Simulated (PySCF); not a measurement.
**HPO (PHO): NMR shifts, electronic excitations and K edges in gas and solvents**

Aim: compute the NMR shifts, electronic excitations and K edges of HPO (PHO) (`O=P`), and see what a dielectric continuum does where one was used.

The runs use PySCF 2.14.0, with density-fitted response routines of our own; the level of theory stands in each step. All values are computed, except where a source is named. Atoms count from 0, in the outputs and in this text.

## 1. Starting geometry

3 atoms, charge 0, multiplicity 1; geometry from: GFN2-xTB.

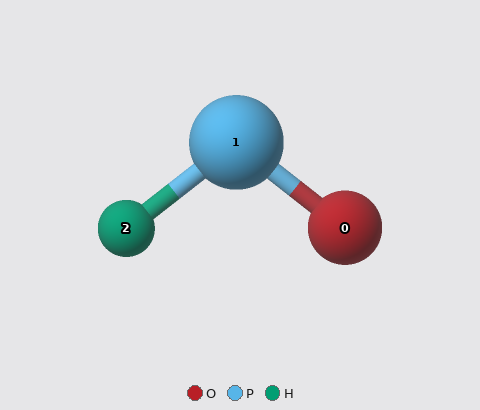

The starting geometry (oxygen red, phosphorus blue, hydrogen teal), atoms numbered.

## 2. Relaxing the molecule at PBE0-D3(BJ)/def2-SVP

Job settings and geometry (Å):

```
{"job": {"xc": "PBE0", "basis": "def2-SVP", "d3": "d3bj", "grid": 1, "kind": "geom"}, "charge": 0, "multiplicity": 1}
O      1.190839     0.010564    -0.003538
P     -0.147900     0.581329    -0.010657
H     -1.031459    -0.594431     0.001641
```

Output:

```text
step   0  E = -416.75626007  max force = 0.050578
step   1  E = -416.75831435  max force = 0.001814
step   2  E = -416.75832226  max force = 0.000522
step   3  E = -416.75832342  max force = 0.002125
step   4  E = -416.75832503  max force = 0.001885
step   5  E = -416.75832871  max force = 0.000926
step   6  E = -416.75833074  max force = 0.000197
optimisation converged
```

Run time: 2.5 s. Hardware: 1 thread, shared host.

Step by step:

```
step  energy from step 0 (eV)  largest force component (eV/Å)
   0                   0.0000                          2.6008
   1                  -0.0559                          0.0933
   2                  -0.0561                          0.0268
   3                  -0.0561                          0.1093
   4                  -0.0562                          0.0969
   5                  -0.0563                          0.0476
   6                  -0.0563                          0.0101
```

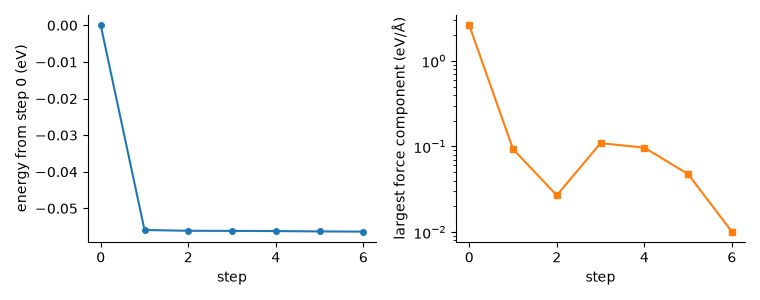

Energy and largest force along the relaxation.

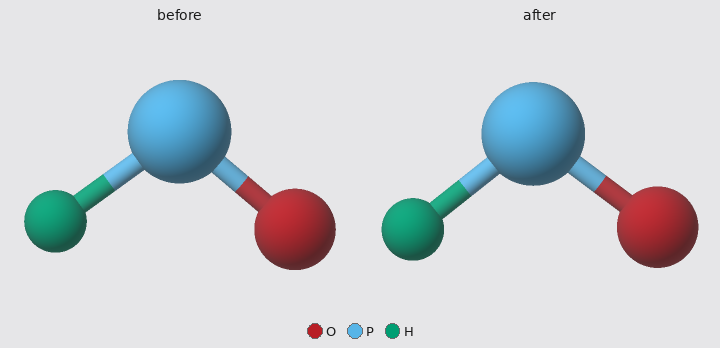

The geometry before (left) and after (right).

Close pairs (by a distance rule), those that changed most:

```
 bond  before (Å)  after (Å)  change (Å)
O0–P1       1.455      1.495      +0.040
P1–H2       1.471      1.477      +0.006
```

The final coordinates are the input of the step that follows.

```
                         at the end point                  value
  point group (found at 0.08 Å tolerance)                     Cs
rotational constants (GHz, main isotopes)  259.8, 20.699, 19.172
                        dipole moment (D)                   2.25
```

## 3. NMR shieldings: PBE0/pcSseg-1 in water

Job settings and geometry (Å):

```
{"job": {"kind": "nmr", "xc": "PBE0", "basis": "pcSseg-1", "solvent": "water", "pop": true}, "charge": 0, "multiplicity": 1}
O      1.272213     0.087459     0.000567
P     -0.135129     0.592011    -0.001254
H     -0.969602    -0.626544     0.020588
```

Method: GIAO PBE0/pcSseg-1 NMR shielding, non-relativistic, IEF-PCM water.

Output:

```text
coarse grid: 3336 points
cycle   1  E = -416.7542883404  dE =  2.061e-01  |g| = 8.294e-01  |ddm| = 1.760e+00
cycle   2  E = -416.0778372789  dE =  6.765e-01  |g| = 1.899e+00  |ddm| = 1.848e+00
cycle   3  E = -416.8901399886  dE = -8.123e-01  |g| = 7.668e-02  |ddm| = 1.456e+00
cycle   4  E = -416.8916358966  dE = -1.496e-03  |g| = 1.504e-02  |ddm| = 7.380e-02
cycle   5  E = -416.8916812557  dE = -4.536e-05  |g| = 4.006e-03  |ddm| = 1.140e-02
cycle   6  E = -416.8916845895  dE = -3.334e-06  |g| = 1.002e-03  |ddm| = 3.831e-03
final grid: 28512 points
cycle   7  E = -416.9144296675  dE =  2.857e-06  |g| = 8.286e-03  |ddm| = 1.037e-02
cycle   8  E = -416.9143878383  dE =  4.183e-05  |g| = 1.704e-02  |ddm| = 1.383e-02
cycle   9  E = -416.9144416825  dE = -5.384e-05  |g| = 7.728e-04  |ddm| = 9.630e-03
cycle  10  E = -416.9144418108  dE = -1.282e-07  |g| = 7.975e-05  |ddm| = 8.566e-04
cycle  11  E = -416.9144418122  dE = -1.405e-09  |g| = 3.796e-06  |ddm| = 6.401e-05
cycle  12  E = -416.9144418122  dE = -4.661e-12  |g| = 8.967e-07  |ddm| = 7.136e-06
converged SCF energy = -416.9144418122

GIAO shielding tensors (ppm)
atom      isotropic    diamagn.    paramagn.     s11        s22        s33       span
  0 O     -699.724     397.377   -1097.101  -1792.389   -767.750    460.967   2253.357
  1 P     -465.534     963.624   -1429.158  -1431.176   -104.452    139.024   1570.200
  2 H       18.536      27.586      -9.050     13.047     18.728     23.832     10.785
```

Run time: 1.6 s. Hardware: 1 thread, shared host.

The references, computed at this level on geometries of the same kind, shield at (ppm): 1H TMS 31.24, 17O H2O 343.2, 31P PH3 587.1. Their shielding less the atom's gives the shift. The references are single molecules in the same continuum, so shifts against H2O, NH3, PH3, H3PO4 or CFCl3 are not on the usual liquid scales and can be off by tens of ppm.

```
atoms                           environment  σ (ppm)  δ (ppm)
   H2  hydrogen on a phosphorus bonded to O    18.54    12.70
   O0                            P=O oxygen   -699.7   1042.9
   P1             phosphorus bonded to O, H   -465.5   1052.6
```

Charges from the same density, by scheme (e):

```
atoms  Mulliken    IAO  Hirshfeld  ESP fit
   O0     -0.57  -0.74      -0.35    -0.43
   P1      0.60   0.82       0.38     0.37
```

IAO charges:

```
atom  value (e)
  O0      -0.74
  P1       0.82
  H2      -0.07
```

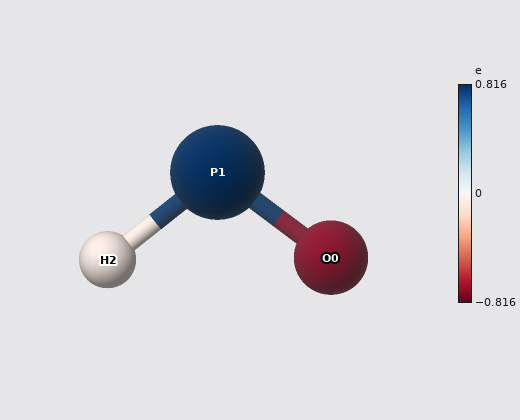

IAO charges, as colours on the atoms.

Mayer bond orders: O0–P1 1.91.

## 4. Excited states and response: wB97X-D/def2-SVPD

Job settings and geometry (Å):

```
{"job": {"kind": "uv", "xc": "wB97X-D", "basis": "def2-SVPD", "dynamic": true, "nstates": 6, "ntriplets": 0}, "charge": 0, "multiplicity": 1}
O      1.272213     0.087459     0.000567
P     -0.135129     0.592011    -0.001254
H     -0.969602    -0.626544     0.020588
```

Method: TDDFT wB97X-D/def2-SVPD, vertical, gas phase, core orbitals frozen in the response.

Output:

```text
coarse grid: 3336 points
cycle   1  E = -416.7497720050  dE =  1.276e-01  |g| = 8.065e-01  |ddm| = 1.800e+00
cycle   2  E = -416.3467799031  dE =  4.030e-01  |g| = 1.616e+00  |ddm| = 1.661e+00
cycle   3  E = -416.8973585170  dE = -5.506e-01  |g| = 3.580e-02  |ddm| = 1.082e+00
cycle   4  E = -416.8977667534  dE = -4.082e-04  |g| = 1.522e-02  |ddm| = 6.951e-02
cycle   5  E = -416.8978290283  dE = -6.227e-05  |g| = 4.071e-03  |ddm| = 1.540e-02
cycle   6  E = -416.8978355465  dE = -6.518e-06  |g| = 8.283e-04  |ddm| = 7.598e-03
final grid: 28512 points
cycle   7  E = -416.9522813472  dE = -1.576e-05  |g| = 2.142e-03  |ddm| = 2.522e-02
cycle   8  E = -416.9522806393  dE =  7.079e-07  |g| = 3.271e-03  |ddm| = 4.760e-03
cycle   9  E = -416.9522827064  dE = -2.067e-06  |g| = 2.558e-04  |ddm| = 2.223e-03
cycle  10  E = -416.9522827499  dE = -4.343e-08  |g| = 5.971e-05  |ddm| = 1.022e-03
cycle  11  E = -416.9522827525  dE = -2.596e-09  |g| = 2.487e-05  |ddm| = 2.499e-04
cycle  12  E = -416.9522827529  dE = -4.486e-10  |g| = 6.194e-06  |ddm| = 1.207e-04
converged SCF energy = -416.9522827529

Static polarisability (au): isotropic 27.859, principal 22.604 27.985 32.987

Singlet excitations
state   eV       nm        f      main configurations
  1   2.3831    520.3   0.00291   H->L 0.99
  2   5.5005    225.4   0.00832   H-1->L 0.98
  3   6.3574    195.0   0.00953   H->L+1 0.81, H-2->L 0.12
  4   6.7541    183.6   0.00000   H-3->L 0.99
  5   7.0185    176.7   0.09156   H-2->L 0.69, H->L+2 0.17
  6   7.5172    164.9   0.16984   H->L+2 0.77, H->L+1 0.11, H-2->L 0.08
```

Wall time 1.3 s (1 thread, shared host).

The orbitals next to the gap, with their largest atomic shares:

```
orbital      eV                      atoms
 HOMO−3  -14.13  O0 60 %, P1 27 %, H2 13 %
 HOMO−2  -12.84           O0 71 %, P1 28 %
 HOMO−1  -12.80           O0 64 %, P1 34 %
   HOMO   -9.54  P1 43 %, O0 39 %, H2 19 %
   LUMO   -1.55   P1 62 %, O0 31 %, H2 8 %
 LUMO+1    2.07  P1 62 %, O0 22 %, H2 17 %
 LUMO+2    2.64   P1 57 %, H2 34 %, O0 9 %
```

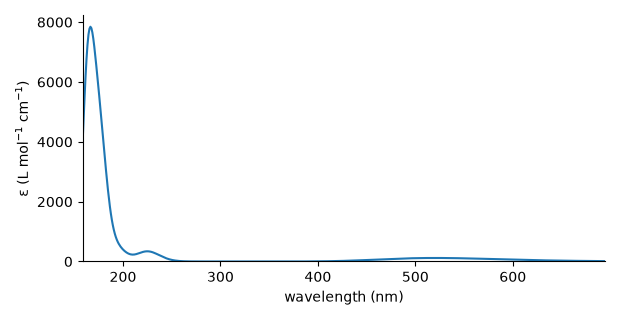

Absorption spectrum: each of the 6 states is a Gaussian band of 0.4 eV half-width at 1/e. Beyond the last state computed it falls off for lack of states.

Ground-state properties from the same run:

```
           property  computed
  dipole moment (D)      2.45
polarisability (Å³)      4.13
 HOMO–LUMO gap (eV)      7.99
      −ε(HOMO) (eV)      9.54
C6 with itself (au)       278
```

## 5. Excited states and response: wB97X-D/def2-SVPD in water

Job settings and geometry (Å):

```
{"job": {"kind": "uv", "xc": "wB97X-D", "basis": "def2-SVPD", "solvent": "water", "nstates": 6, "ntriplets": 0}, "charge": 0, "multiplicity": 1}
O      1.272213     0.087459     0.000567
P     -0.135129     0.592011    -0.001254
H     -0.969602    -0.626544     0.020588
```

With the program's defaults for keys left out, this is: TDDFT wB97X-D/def2-SVPD, vertical, IEF-PCM water (non-equilibrium linear response), core orbitals frozen in the response.

Output:

```text
coarse grid: 3336 points
cycle   1  E = -416.7807336491  dE =  9.693e-02  |g| = 7.655e-01  |ddm| = 1.797e+00
cycle   2  E = -416.5678433300  dE =  2.129e-01  |g| = 1.300e+00  |ddm| = 1.421e+00
cycle   3  E = -416.9062440919  dE = -3.384e-01  |g| = 3.072e-02  |ddm| = 8.549e-01
cycle   4  E = -416.9065220271  dE = -2.779e-04  |g| = 9.334e-03  |ddm| = 5.870e-02
cycle   5  E = -416.9065501217  dE = -2.809e-05  |g| = 2.486e-03  |ddm| = 1.457e-02
cycle   6  E = -416.9065530809  dE = -2.959e-06  |g| = 4.965e-04  |ddm| = 5.814e-03
final grid: 28512 points
cycle   7  E = -416.9609983007  dE = -1.660e-05  |g| = 1.766e-03  |ddm| = 2.566e-02
cycle   8  E = -416.9609985767  dE = -2.760e-07  |g| = 2.165e-03  |ddm| = 4.706e-03
cycle   9  E = -416.9609994648  dE = -8.881e-07  |g| = 3.387e-04  |ddm| = 1.686e-03
cycle  10  E = -416.9609995379  dE = -7.308e-08  |g| = 7.351e-05  |ddm| = 1.337e-03
cycle  11  E = -416.9609995428  dE = -4.863e-09  |g| = 2.590e-05  |ddm| = 4.018e-04
cycle  12  E = -416.9609995433  dE = -5.488e-10  |g| = 4.900e-06  |ddm| = 1.590e-04
converged SCF energy = -416.9609995433

Static polarisability (au): isotropic 37.300, principal 29.583 37.553 44.764

Singlet excitations
state   eV       nm        f      main configurations
  1   2.5296    490.1   0.00412   H->L 0.99
  2   5.7842    214.3   0.01091   H-1->L 0.98
  3   6.4101    193.4   0.02286   H->L+1 0.86
  4   7.0171    176.7   0.00022   H-3->L 0.99
  5   7.1714    172.9   0.12497   H-2->L 0.76, H->L+2 0.12
  6   7.5561    164.1   0.22085   H->L+2 0.82, H->L+1 0.08
```

It took 1.1 s on 1 thread, shared host.

This run: HOMO -9.31 eV, LUMO -1.17 eV; lowest singlet 2.53 eV.

## 6. Core excitations: BHandHLYP/def2-SVPD+aug-pcX-1+pcseg-1

Job settings and geometry (Å):

```
{"job": {"kind": "xas", "xc": "BHandHLYP", "basis": {"default": "aug-pcX-1", "H": "pcseg-1", "P": "def2-SVPD"}}, "charge": 0, "multiplicity": 1}
O      1.272213     0.087459     0.000567
P     -0.135129     0.592011    -0.001254
H     -0.969602    -0.626544     0.020588
```

With the program's defaults for keys left out, this is: core-valence-separated TDA BHandHLYP/aug-pcX-1 H:pcseg-1 P:def2-SVPD, K edges, non-relativistic, gas phase.

Output:

```text
coarse grid: 3336 points
cycle   1  E = -416.8147108908  dE =  1.474e-01  |g| = 7.946e-01  |ddm| = 1.675e+00
cycle   2  E = -416.3568373228  dE =  4.579e-01  |g| = 1.672e+00  |ddm| = 1.482e+00
cycle   3  E = -416.9517330062  dE = -5.949e-01  |g| = 4.085e-02  |ddm| = 1.037e+00
cycle   4  E = -416.9522937271  dE = -5.607e-04  |g| = 1.935e-02  |ddm| = 7.180e-02
cycle   5  E = -416.9523776932  dE = -8.397e-05  |g| = 5.629e-03  |ddm| = 1.735e-02
cycle   6  E = -416.9523879000  dE = -1.021e-05  |g| = 1.236e-03  |ddm| = 7.212e-03
cycle   7  E = -416.9523886815  dE = -7.815e-07  |g| = 3.746e-04  |ddm| = 2.136e-03
final grid: 28512 points
cycle   8  E = -416.9844973310  dE = -1.492e-05  |g| = 1.449e-03  |ddm| = 3.807e-03
cycle   9  E = -416.9844968705  dE =  4.605e-07  |g| = 1.962e-03  |ddm| = 1.739e-03
cycle  10  E = -416.9844975491  dE = -6.785e-07  |g| = 3.063e-04  |ddm| = 1.208e-03
cycle  11  E = -416.9844975679  dE = -1.885e-08  |g| = 2.663e-05  |ddm| = 1.802e-04
cycle  12  E = -416.9844975682  dE = -2.402e-10  |g| = 1.004e-05  |ddm| = 3.336e-05
converged SCF energy = -416.9844975682

O K edge
   eV          f      from atoms
  527.033   0.04621   O0
  532.804   0.01919   O0
  534.159   0.01325   O0
  535.231   0.00954   O0
  536.282   0.00595   O0
  536.416   0.00366   O0
  536.566   0.00293   O0
  537.102   0.00012   O0
```

Run time: 0.6 s. Hardware: 1 thread, shared host.

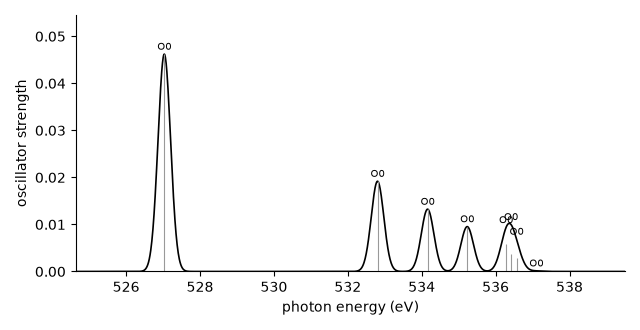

The O K edge. Lines are broadened to a width of 0.40 eV (Gaussian).

## 7. Side by side: electronic excitations

Excitations and ground-state properties, with basis size and wall time:

```
                       run  lowest singlet (eV)  brightest (eV)      f  gap (eV)  α (Å³)  μ (D)  functions   time
         wB97X-D/def2-SVPD                 2.38            7.52  0.170      7.99    4.13   2.45         55  1.3 s
wB97X-D/def2-SVPD in water                 2.53            7.56  0.221      8.14    5.53   3.35         55  1.1 s
```

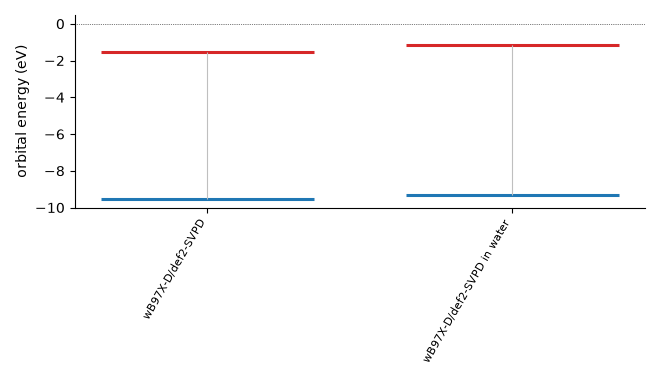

HOMO (blue) and LUMO (red) run by run.

## 8. Summary of results

| quantity | value |
| --- | --- |
| point group | Cs |
| rotational constants (main isotopes) | 259.81, 20.70, 19.17 GHz |
| 1H shifts against TMS (PBE0/pcSseg-1, water) | 12.70 ppm |
| 17O shifts against H2O (PBE0/pcSseg-1, water) | 1042.9 ppm |
| 31P shifts against PH3 (PBE0/pcSseg-1, water) | 1052.6 ppm |
| lowest singlet (wB97X-D/def2-SVPD) | 2.38 eV (520 nm), f = 0.003 |
| brightest single state of those computed | state 6, 7.52 eV, f = 0.170 |
| O K edge | first line 527.03 eV, strongest 527.03 eV (f = 0.046) |
| range of the lowest singlet | 2.38 to 2.53 eV |

**Reading.** The optimisation took 6 steps and gained 0.056 eV; among the close pairs (by a distance rule), O0–P1 changed most, from 1.455 to 1.495 Å. No frequency check was run at this level, so the end point may be a saddle. At PBE0/pcSseg-1: The widest tensor belongs to O0: span 2253 ppm, with a paramagnetic part of -1097 ppm. The first singlet state (HOMO→LUMO 0.99) lies at 2.38 eV and is weak; of the 6 states computed, the strongest absorption comes from state 6 at 7.52 eV (the last computed, so partners may be missing). At the O edge the strongest single line lifts a 1s electron of O0 into LUMO (weight 0.94), and it is the first line. Absolute edge energies from this method are off by several eV; spacings are better. The lowest singlet runs from 2.38 eV (wB97X-D/def2-SVPD) to 2.53 eV (wB97X-D/def2-SVPD in water), while the orbital gap spans 7.99 to 8.14 eV. The lowest state need not be the same one in every run.
